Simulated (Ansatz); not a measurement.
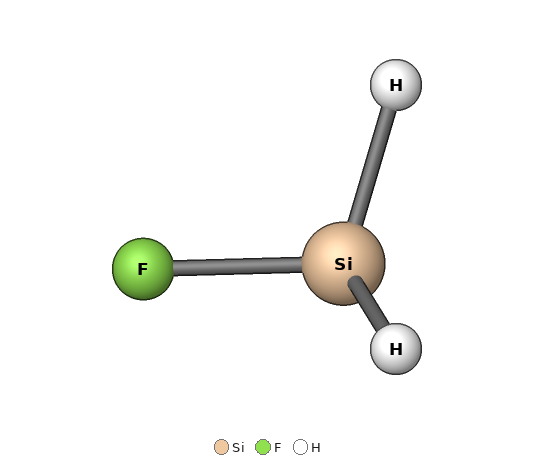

State: neutral, doublet. Sticks follow a distance rule. Harmonic vibrations computed with UKS PBE0-D4/def2-TZVP (Ansatz 0.2.0) at a stationary point of the same level.

> Minimum or transition state?

A minimum: no imaginary frequency, and the lowest mode lies at 704 cm⁻¹.

> List the wavenumbers.

6 modes: 704, 790, 877, 922, 2177, 2218 cm⁻¹.
